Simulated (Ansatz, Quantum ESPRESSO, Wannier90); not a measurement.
# Ballistic channels from Wannier functions: zigzag Ru chain, bond 2.25 Å, width 1.6 Å, part 3 of 5

Wanted: localised orbitals and the quantum conductance of this wire: zigzag Ru chain, bond 2.25 Å, width 1.6 Å.

Quantum ESPRESSO 7.5 and Wannier90 3.1.0; plane-wave DFT, PBE, GBRV ultrasoft pseudopotentials; cross-check by Ansatz 0.2.0 with PAW datasets.

So far. Step 2 (SCF with pw.x): The run needed 12 iterations to bring the estimated error under 1e-07 Ry; the largest force on any atom, held or free, is 0.90 eV/Å.

## 6. Localisation, bands and conductance

Level of this step: maximally localised Wannier functions and ballistic conductance; plane-wave DFT, PBE, GBRV ultrasoft pseudopotentials (Wannier90).

After disentangling and localising, transport_mode = bulk builds principal layers from hoppings within dist_cutoff and counts open channels.

wan.win

```
num_wann = 18
num_bands = 40
num_iter = 200
num_print_cycles = 20
conv_tol = 1e-8
conv_window = 5
guiding_centres = true
dis_num_iter = 1500
dis_conv_tol = 1e-8
dis_win_min = -11.6796
dis_win_max = 8.3204
dis_froz_max = 0.8204
search_shells = 120
fermi_energy = -0.6796

transport = true
transport_mode = bulk
one_dim_axis = z
dist_cutoff = 18.88
dist_cutoff_mode = one_dim
tran_win_min = -4.0
tran_win_max = 2.0
tran_energy_step = 0.02

bands_plot = true
bands_num_points = 96
begin kpoint_path
G 0.0 0.0 0.0 Z 0.0 0.0 0.5
end kpoint_path

begin projections
Ru:s;p;d
end projections

begin unit_cell_cart
ang
  9.0000000000 0.0000000000 0.0000000000
  0.0000000000 8.0000000000 0.0000000000
  0.0000000000 0.0000000000 3.1638584039
end unit_cell_cart

begin atoms_frac
  Ru -0.0888888889 0.0000000000 0.0000000000
  Ru 0.0888888889 0.0000000000 0.5000000000
end atoms_frac

mp_grid = 1 1 12
begin kpoints
  0.0 0.0 0.0000000000
  0.0 0.0 0.0833333333
  0.0 0.0 0.1666666667
  0.0 0.0 0.2500000000
  0.0 0.0 0.3333333333
  0.0 0.0 0.4166666667
  0.0 0.0 0.5000000000
  0.0 0.0 0.5833333333
  0.0 0.0 0.6666666667
  0.0 0.0 0.7500000000
  0.0 0.0 0.8333333333
  0.0 0.0 0.9166666667
end kpoints
```

Run with:

```sh
> OMP_NUM_THREADS=1 wannier90.x wan > wan.run.log
```

The program printed:

```text
[banner, memory and clock lines left out]
+---------------------------------------------------+
             |                                                   |
             |                   WANNIER90                       |
             |                                                   |
             +---------------------------------------------------+
             |                                                   |
             |        Welcome to the Maximally-Localized         |
             |        Generalized Wannier Functions code         |
             |                             |
             |                                                   |
             |                                                   |
             |  Wannier90 Developer Group:                       |
             |    Giovanni Pizzi    (EPFL)                       |
             |    Valerio Vitale    (Cambridge)                  |
             |    David Vanderbilt  (Rutgers University)         |
             |    Nicola Marzari    (EPFL)                       |
             |    Ivo Souza         (Universidad del Pais Vasco) |
             |    Arash A. Mostofi  (Imperial College London)    |
             |    Jonathan R. Yates (University of Oxford)       |
             |                                                   |
             |  For the full list of Wannier90 3.x authors,      |
             |  please check the code documentation and the      |
             |  README on the GitHub page of the code            |
             |                                                   |
             |                                                   |
             |                                                   |
             |  [ref] "Wannier90 as a community code:            |
             |        new features and applications",            |
             |        165902 (2020).                             |
             |            |
             |                                                   |
             |  in any publications arising from the use of      |
             |                                                   |
             |  [ref] "Maximally Localized Generalised Wannier   |
             |         Functions for Composite Energy Bands"     |
             |         N. Marzari and D. Vanderbilt              |
             |         Phys. Rev. B 56 12847 (1997)              |
             |                                                   |
             |  [ref] "Maximally Localized Wannier Functions     |
             |         for Entangled Energy Bands"               |
             |         I. Souza, N. Marzari and D. Vanderbilt    |
             |         Phys. Rev. B 65 035109 (2001)             |
             |                                                   |
             |                                                   |
             | Copyright (c) 1996-2020                           |
             |        The Wannier90 Developer Group and          |
             |        individual contributors                    |
             |                                                   |
             |      Release: 3.1.0        5th March    2020      |
             |                                                   |
             | This program is free software; you can            |
             | redistribute it and/or modify it under the terms  |
             | of the GNU General Public License as published by |
             | the Free Software Foundation; either version 2 of |
             | the License, or (at your option) any later version|
             |                                                   |
             | This program is distributed in the hope that it   |
             | will be useful, but WITHOUT ANY WARRANTY; without |
             | even the implied warranty of MERCHANTABILITY or   |
             | FITNESS FOR A PARTICULAR PURPOSE. See the GNU     |
             | General Public License for more details.          |
             |                                                   |
             | You should have received a copy of the GNU General|
             | Public License along with this program; if not,   |
             | write to the Free Software Foundation, Inc.,      |
             | 675 Mass Ave, Cambridge, MA 02139, USA.           |
             |                                                   |
             +---------------------------------------------------+
[date or host left out]
             +---------------------------------------------------+

 ******************************************************************************
 * -> Using CODATA 2006 constant values                                       *
 *    (                      *
 * -> Using Bohr value from CODATA                                            *
 ******************************************************************************

 Running in serial (with parallel executable)

                                    ------
                                    SYSTEM
                                    ------

                              Lattice Vectors (Ang)
                    a_1     9.000000   0.000000   0.000000
                    a_2     0.000000   8.000000   0.000000
                    a_3     0.000000   0.000000   3.163858

                   Unit Cell Volume:     227.79781  (Ang^3)

                        Reciprocal-Space Vectors (Ang^-1)
                    b_1     0.698132   0.000000   0.000000
                    b_2     0.000000   0.785398   0.000000
                    b_3     0.000000   0.000000   1.985925

 *----------------------------------------------------------------------------*
 |   Site       Fractional Coordinate          Cartesian Coordinate (Ang)     |
 +----------------------------------------------------------------------------+
 | Ru   1  -0.08889   0.00000   0.00000   |   -0.80000   0.00000   0.00000    |
 | Ru   2   0.08889   0.00000   0.50000   |    0.80000   0.00000   1.58193    |
 *----------------------------------------------------------------------------*
                                ------------
                                K-POINT GRID
                                ------------

             Grid size =  1 x  1 x 12      Total points =   12

 *---------------------------------- MAIN ------------------------------------*
 |  Number of Wannier Functions               :                18             |
 |  Number of Objective Wannier Functions     :                18             |
 |  Number of input Bloch states              :                40             |
[...]
Cycle:     60
[...]
Sum of centres and spreads ( -4.224358, -2.123843, 20.540553 )    45.04856828

     60    -0.825E-02     1.6053463119       45.0485683225       3.14  <-- CONV
        O_D=      0.1419159 O_OD=     13.1857786 O_TOT=     45.0485683 <-- SPRD
 Delta: O_D=  0.1996466E-02 O_OD= -0.1024176E-01 O_TOT= -0.8245293E-02 <-- DLTA
 Cycle:     80
[...]
Sum of centres and spreads ( -4.160318, -1.898387, 20.543796 )    45.04884733

     80    -0.983E-01     1.7482389849       45.0488473670       3.23  <-- CONV
        O_D=      0.1647735 O_OD=     13.1632001 O_TOT=     45.0488474 <-- SPRD
 Delta: O_D= -0.6665202E-02 O_OD= -0.9165255E-01 O_TOT= -0.9831775E-01 <-- DLTA
 Cycle:    100
[...]
Sum of centres and spreads ( -3.854715, -2.174060, 20.548856 )    44.41573710

    100    -0.519E-02     2.1736316564       44.4157371406       3.32  <-- CONV
        O_D=      0.1845612 O_OD=     12.5103021 O_TOT=     44.4157371 <-- SPRD
 Delta: O_D=  0.1484779E-03 O_OD= -0.5337410E-02 O_TOT= -0.5188932E-02 <-- DLTA

 Writing checkpoint file wan.chk... done

 Cycle:    120
[...]
Sum of centres and spreads ( -3.731128, -2.178322, 20.550660 )    44.22608490

    120    -0.332E-02     1.4781086461       44.2260849368       3.42  <-- CONV
        O_D=      0.2048461 O_OD=     12.3003651 O_TOT=     44.2260849 <-- SPRD
 Delta: O_D= -0.2465532E-02 O_OD= -0.8551374E-03 O_TOT= -0.3320669E-02 <-- DLTA
 Cycle:    140
[...]
Sum of centres and spreads ( -3.694065, -2.163718, 20.551097 )    44.16314133

    140    -0.585E-03     1.0415874168       44.1631413683       3.51  <-- CONV
        O_D=      0.2042274 O_OD=     12.2380401 O_TOT=     44.1631414 <-- SPRD
 Delta: O_D= -0.2858159E-03 O_OD= -0.2996089E-03 O_TOT= -0.5854248E-03 <-- DLTA
 Cycle:    160
[...]
Sum of centres and spreads ( -3.685820, -2.158744, 20.551202 )    44.15038207

    160    -0.141E-03     0.6315640694       44.1503821078       3.60  <-- CONV
        O_D=      0.2049287 O_OD=     12.2245796 O_TOT=     44.1503821 <-- SPRD
 Delta: O_D=  0.1644519E-04 O_OD= -0.1574791E-03 O_TOT= -0.1410339E-03 <-- DLTA
 Cycle:    180
[...]
Sum of centres and spreads ( -3.676175, -2.151417, 20.551325 )    44.13650471

    180    -0.561E-03     1.2548274401       44.1365047478       3.68  <-- CONV
        O_D=      0.2068260 O_OD=     12.2088049 O_TOT=     44.1365047 <-- SPRD
 Delta: O_D= -0.1269397E-03 O_OD= -0.4336300E-03 O_TOT= -0.5605697E-03 <-- DLTA
 Cycle:    200
[...]
Sum of centres and spreads ( -3.670301, -2.154490, 20.551399 )    44.12727243

    200    -0.116E-03     0.6428360505       44.1272724726       3.75  <-- CONV
        O_D=      0.2073027 O_OD=     12.1990960 O_TOT=     44.1272725 <-- SPRD
 Delta: O_D=  0.5153290E-05 O_OD= -0.1206827E-03 O_TOT= -0.1155294E-03 <-- DLTA

 Writing checkpoint file wan.chk... done

 Final State
[...]
WF centre and spread   11  ( -4.325609, -1.519469,  4.285117 )     5.31526668
  WF centre and spread   12  (  2.058702, -0.014709,  1.593279 )     3.12099128
  WF centre and spread   13  (  1.316331,  0.751141,  1.580001 )     3.83366502
  WF centre and spread   14  (  0.771088, -0.002391,  1.577889 )     1.01772485
  WF centre and spread   15  (  0.826000, -0.001229,  1.582895 )     1.08256263
  WF centre and spread   16  (  0.807366, -0.003061,  1.581827 )     0.91005191
  WF centre and spread   17  (  0.804218, -0.023747,  1.581834 )     0.91023342
  WF centre and spread   18  (  0.779546,  0.002640,  1.581873 )     0.86922718
  Sum of centres and spreads ( -3.670301, -2.154490, 20.551399 )    44.12727243

         Spreads (Ang^2)       Omega I      =    31.720873811
        ================       Omega D      =     0.207302686
                               Omega OD     =    12.199095975
    Final Spread (Ang^2)       Omega Total  =    44.127272473
 Time for wannierise            0.838 (sec)

 Writing checkpoint file wan.chk... done

 *---------------------------------------------------------------------------*
 |                               PLOTTING                                    |
 *---------------------------------------------------------------------------*

 Translated centres
    translation centre in fractional coordinate:  0.000000  0.000000  0.250000
  WF centre     1  (  0.214891, -0.455860,  0.305406 )
  WF centre     2  ( -1.219797, -0.038542,  1.525147 )
  WF centre     3  ( -1.968647,  0.124539,  0.066561 )
  WF centre     4  ( -1.258658, -0.460473,  0.006381 )
  WF centre     5  ( -0.803609,  0.000430,  0.002329 )
  WF centre     6  ( -0.774649, -0.000412, -0.030850 )
  WF centre     7  ( -0.807213,  0.003103,  0.000013 )
  WF centre     8  ( -0.806860,  0.013699,  0.000838 )
  WF centre     9  ( -0.778417, -0.012352,  0.000098 )
  WF centre    10  (  1.495016, -0.517797,  0.146904 )
  WF centre    11  ( -4.325609, -1.519469,  1.121259 )
  WF centre    12  (  2.058702, -0.014709,  1.593279 )
  WF centre    13  (  1.316331,  0.751141,  1.580001 )
  WF centre    14  (  0.771088, -0.002391,  1.577889 )
  WF centre    15  (  0.826000, -0.001229,  1.582895 )
  WF centre    16  (  0.807366, -0.003061,  1.581827 )
  WF centre    17  (  0.804218, -0.023747,  1.581834 )
  WF centre    18  (  0.779546,  0.002640,  1.581873 )

 Calculating interpolated band-structure

 Time to calculate interpolated band structure       0.036 (sec)

 Time for plotting              0.041 (sec)

 *---------------------------------------------------------------------------*
 |                              TRANSPORT                                    |
 *---------------------------------------------------------------------------*

 Calculation of Quantum Conductance and DoS: bulk mode

 Maximum imaginary part of the real-space Hamiltonian:     0.079387

     Maximum real part of the real-space Hamiltonian at each lattice point
            Lattice point R           Max |H_ij(R)|
                  -7                     0.000000
                  -6                     0.007437
                  -5                     0.020302
                  -4                     0.041205
                  -3                     0.096552
                  -2                     0.289645
                  -1                     1.478067
                   0                     5.058633
                   1                     1.478067
                   2                     0.289645
                   3                     0.096552
                   4                     0.041205
                   5                     0.020302
                   6                     0.007437
                   7                     0.000000

 Number of unit cells inside the principal layer:     6
 Number of Wannier Functions inside the principal layer:   108

 Calculating quantum conductance and density of states... done

 Time for transport            22.308 (sec)
 Total Execution Time          26.290 (sec)

 *===========================================================================*
 |                             TIMING INFORMATION                            |
 *===========================================================================*
 |    Tag                                                Ncalls      Time (s)|
 |---------------------------------------------------------------------------|
 |kmesh: get                                        :         1         0.027|
 |overlap: allocate                                 :         1         0.000|
 |overlap: read                                     :         1         0.181|
 |dis: main                                         :         1         2.883|
 |wann: main                                        :         1         0.838|
 |plot: main                                        :         1         0.041|
 |tran: main                                        :         1        22.308|
 *---------------------------------------------------------------------------*

 All done: wannier90 exiting
[key lines of the parts left out:]
|  Fermi energy (eV)                         :            -0.680             |
```

It took 27 s on 1 MPI rank of Intel Xeon Platinum 8488C (Sapphire Rapids), shared host; peak memory 0.08 GiB.

Read from the output:

* lead channels at the Fermi level, one spin: 5.999
* total spread: 44.13 Å²
* gauge-invariant spread: 31.72 Å²
* largest misfit to plane-wave levels between mesh points, inside the frozen window: 0.008571 eV

Per spin. The quantum conductance of the perfect wire, open channels by energy, zero at the Fermi level:

```csv
energy (eV),"quantum conductance of the perfect wire, open channels"
-4.0000,3.00
-3.7600,3
-3.5000,3
-3.2600,5
-3.0000,5.00
-2.7600,3.00
-2.5000,2
-2.2600,2
-2.0000,2.00
-1.7600,2
-1.5000,2
-1.2600,2
-1.0200,2
-0.7600,3.2e-6
-0.5000,3.00
-0.2600,3
0.0000,6.00
0.2400,5.00
0.5000,3.00
0.7400,3
1.0000,3
1.2400,3
1.5000,3
1.7400,3
2.0000,3.00
```

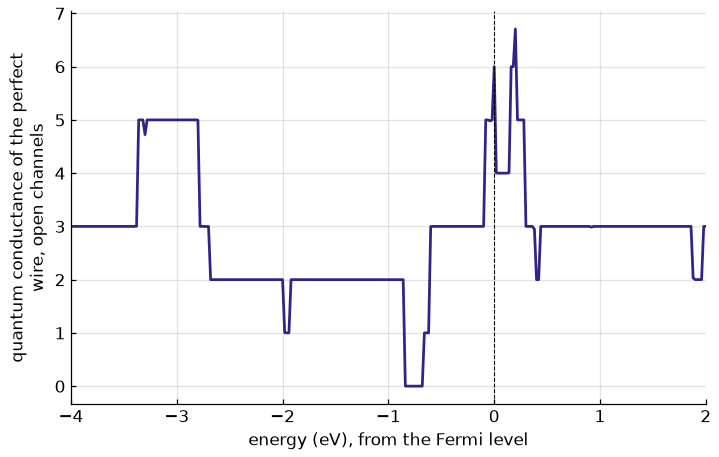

Quantum conductance of the perfect wire, open channels against energy.

Wannier functions:

| no. | x (Å) | y (Å) | z (Å) | spread (Å²) |
| --- | --- | --- | --- | --- |
| 1 | 0.2149 | -0.4559 | 0.3054 | 5.023 |
| 2 | -1.22 | -0.03854 | 1.525 | 4.002 |
| 3 | -1.969 | 0.1245 | 0.06656 | 3.761 |
| 4 | -1.259 | -0.4605 | 0.006381 | 3.879 |
| 5 | -0.8036 | 4.30e-4 | 0.002329 | 1.021 |
| 6 | -0.7746 | -4.12e-4 | -0.03085 | 1.034 |
| 7 | -0.8072 | 0.003103 | 1.30e-5 | 0.905 |
| 8 | -0.8069 | 0.0137 | 8.38e-4 | 0.9204 |
| 9 | -0.7784 | -0.01235 | 9.80e-5 | 0.8738 |
| 10 | 1.495 | -0.5178 | 3.311 | 5.647 |
| 11 | -4.326 | -1.519 | 4.285 | 5.315 |
| 12 | 2.059 | -0.01471 | 1.593 | 3.121 |
| 13 | 1.316 | 0.7511 | 1.58 | 3.834 |
| 14 | 0.7711 | -0.002391 | 1.578 | 1.018 |
| 15 | 0.826 | -0.001229 | 1.583 | 1.083 |
| 16 | 0.8074 | -0.003061 | 1.582 | 0.9101 |
| 17 | 0.8042 | -0.02375 | 1.582 | 0.9102 |
| 18 | 0.7795 | 0.00264 | 1.582 | 0.8692 |

Electronic bands along the path, in eV, zero at the Fermi level; # counts the bands kept:

```
point     #5     #6     #7     #8    #9   #10   #11   #12
    Γ  -1.98  -1.93  -0.67  -0.02  0.19  0.38  0.43  1.88
    Z  -1.69  -1.69  -0.45  -0.45  0.19  0.19  2.41  2.42
```

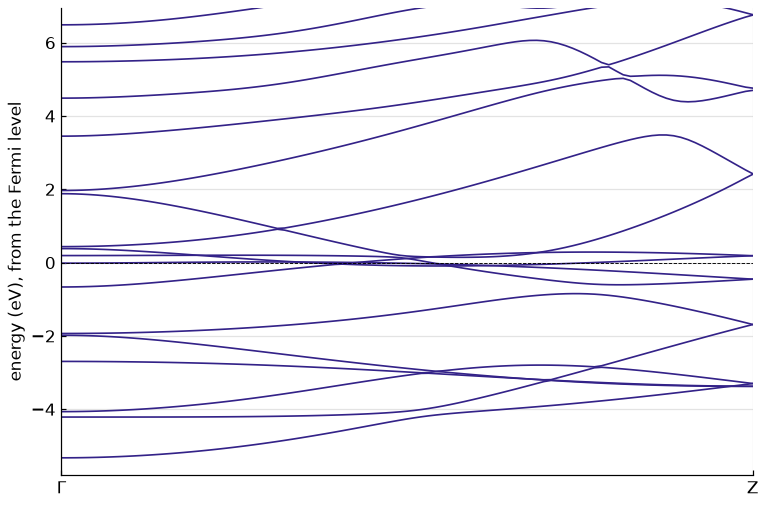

Electronic bands along the path.

Bands and channels are those of the Wannier model: bands that were not projected, and all outside the frozen window, are missing or only approximate.

At least 1 of the functions sits far from every atom, off the bonds: the outer window has let in states of the vacuum, so the basis is not the atomic one that was projected.

## 7. Neighbour list from wannier90 -pp, with dis_froz_max − E_F = -2.0

A sensitivity test on the input.

wan_w.win is the input of step 6 with these lines changed:

```diff
@@ -11,3 +11,3 @@
 dis_win_max = 8.3204
-dis_froz_max = 0.8204
+dis_froz_max = -2.6796
 search_shells = 120
```

Run with:

```sh
> OMP_NUM_THREADS=1 wannier90.x -pp wan_w > wan_w.pp.log
```

Wall time 0.65 s (1 MPI rank); peak memory 0.08 GiB.

## 8. Overlaps and projections

The same post-processing, on the changed run.

wan_w.p2w.in

```
&inputpp
  prefix = 'nscf'
  outdir = './out'
  seedname = 'wan_w'
  write_mmn = .true.
  write_amn = .true.
  write_unk = .false.
/
```

Run with:

```sh
> OMP_NUM_THREADS=1 mpirun -n 2 pw2wannier90.x -in wan_w.p2w.in > wan_w.p2w.out
```

Wall time 9.2 s (2 MPI ranks); peak memory 0.13 GiB.

(Part 3 of 5 ends here.)

[Logs are printed without paths, hosts, clocks, repeated set-up lines and the standing remarks that a program may print on its own settings, such as how far it seeks lower states.]

[Hosts, paths, dates, database ids (printed as entryN), source tags and the programs' standing remarks are cut or masked in the printed files.]

[Maps of the electrostatic potential energy from Ansatz leave out the sawtooth potential of an applied field or a dipole correction, so their vacuum need not be flat; planar profiles and work functions include it.]
